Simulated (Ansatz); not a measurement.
Band structure of Ti3Al (P6_3/mmc, 8 atoms in the cell).

```
CELL_PARAMETERS angstrom
      5.62527     0.00000     0.00000
     -2.81264     4.87163     0.00000
      0.00000     0.00000     4.53192
ATOMIC_POSITIONS crystal
  Ti 0.82990 0.65980 0.25000
  Ti 0.17010 0.34020 0.75000
  Ti 0.17010 0.82990 0.75000
  Ti 0.82990 0.17010 0.25000
  Ti 0.34020 0.17010 0.25000
  Ti 0.65980 0.82990 0.75000
  Al 0.33333 0.66667 0.25000
  Al 0.66667 0.33333 0.75000
```

Computed with PBE (plane waves, PAW; Ansatz, a program for electronic structure).

Settings: kpoints.mp_grid.grid = 5 5 5; hamiltonian.xc = pbe; hamiltonian.pseudopotentials = {kind: paw} (the program's default PAW files); scf.occupations.method = fermi_dirac; scf.occupations.width = 0.1 eV; kpoints.band_path.npoints = 8.

The starting cell comes from a database of computed structures (which also holds hypothetical and non-ambient phases and stackings), without a prior relaxation at this level. Its lattice was rescaled by a random factor within 2.5 % of one. Spin polarisation is off.

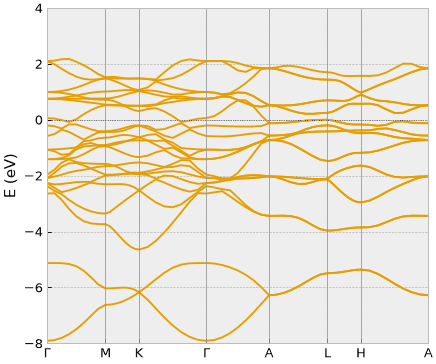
Fig. 1. Bands along the path, energies from the Fermi level.

Levels in eV from the Fermi level, bands 36 to 43:
| point | 36 | 37 | 38 | 39 | 40 | 41 | 42 | 43 |
|---|---|---|---|---|---|---|---|---|
| Γ | -1.07 | -1.07 | -0.58 | -0.20 | 0.06 | 0.74 | 0.75 | 0.75 |
| M | -0.91 | -0.64 | -0.43 | -0.41 | 0.52 | 0.54 | 0.72 | 0.76 |
| K | -0.63 | -0.63 | -0.20 | -0.20 | 0.31 | 0.50 | 0.50 | 1.03 |
| A | -0.73 | -0.57 | -0.57 | -0.12 | -0.12 | 0.52 | 0.52 | 0.52 |
| L | -0.42 | -0.20 | -0.20 | 0.00 | 0.00 | 0.25 | 0.25 | 0.69 |
| H | -0.48 | -0.38 | -0.38 | -0.17 | -0.17 | 0.57 | 0.57 | 0.90 |

Bands cross the Fermi level along this path, so the cell is metallic at this level.

Keys are those of Ansatz 0.2.
